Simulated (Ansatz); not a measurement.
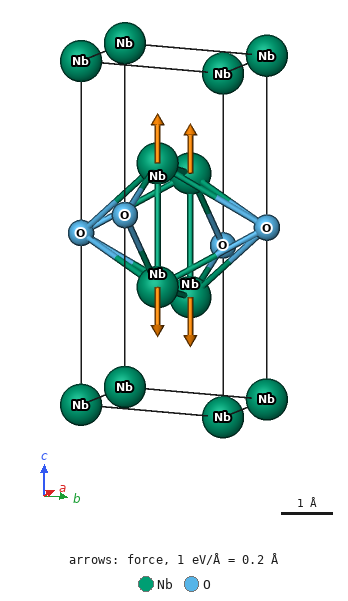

Starting geometry of a crystal of Nb$_{5}$O (a generated structure, set up in P6/mmm) (coarse preliminary run) with the computed forces as orange arrows. Style: ball-and-stick. Shown: the cell of the calculation, from a free direction.

All numbers below come from Ansatz 0.2.0, DFT PBE, scalar-relativistic, plane waves, PAW.

Input file:
```yaml
crystal:
  lattice:
    - [3.87772041, 0.0, 0.0]
    - [-1.9388602, 3.35820438, 0.0]
    - [0.0, 0.0, 6.89430249]
  atoms:
    - { symbol: Nb, position: [0.33333333, 0.66666667, 0.32014135] }
    - { symbol: Nb, position: [0.66666667, 0.33333333, 0.32014135] }
    - { symbol: Nb, position: [0.66666667, 0.33333333, 0.67985865] }
    - { symbol: Nb, position: [0.33333333, 0.66666667, 0.67985865] }
    - { symbol: Nb, position: [0.0, 0.0, 0.0] }
    - { symbol: O, position: [0.0, 0.0, 0.5] }
basis:
  ecutwfc: 420
kpoints:
  mp_grid: { grid: [6, 6, 4] }
hamiltonian:
  xc: pbe
scf:
  occupations: { method: gaussian, width: 0.1 }
  lower_state_search: "off"
output:
  forces: true
  stress: true
  eigenvalues: true
relax:
  adjacent_minimum: "off"
  f_tol: 0.04
  max_steps: 70
  cell: { stress_tol: 0.4 }
```

Run as
```bash
ansatz run input.yaml --threads 1 --pin off --max-ram 2560MiB --backend cpu --events-out ev --progress --plain --runs-dir out
```

What follows when this structure is relaxed?

It isn't relaxed: the largest force vector, on Nb atoms, is 5.07 eV/Å. The atoms end up moving mostly along the starting forces (cosine between the two patterns 1.00). The energy falls by 1397 meV per atom in 10 accepted moves (13 points after the start). The largest force component goes from 5.1 to 0.00021 eV/Å. The pressure goes from 44.55 to −0.14 GPa. The line search rejected the trial step at point 7 of the run. The SCF was repeated twice at an unchanged geometry on a basis and grid sized afresh for the cell, which shifted the energy by 37.2 meV per atom at most. The largest moves relative to the cell, 0.41 Å, are those of Nb1, Nb2, Nb3 and Nb4. Nb3 goes along +c. O stays in place. The drawn cell changes as follows: a = b 3.878 → 4.694 Å (+21.0 %), c 6.894 → 5.321 Å (−22.8 %); the volume changes by +13.1 %. Among the contacts that change: Nb1–Nb4 4.414 → 2.581 Å, Nb5–O6 3.447 → 2.660 Å, Nb1–O6 2.559 → 3.036 Å, Nb1–Nb2 2.239 → 2.710 Å. New bonds form: Nb1–Nb4 (4.41 → 2.58 Å), Nb2–Nb3 (4.41 → 2.58 Å), Nb5–O6 (3.45 → 2.66 Å). The space group stays P6/mmm (No. 191). Cost: 80 s on 1 thread of Arm Neoverse V1 (shared host), peak memory 0.38 GiB.
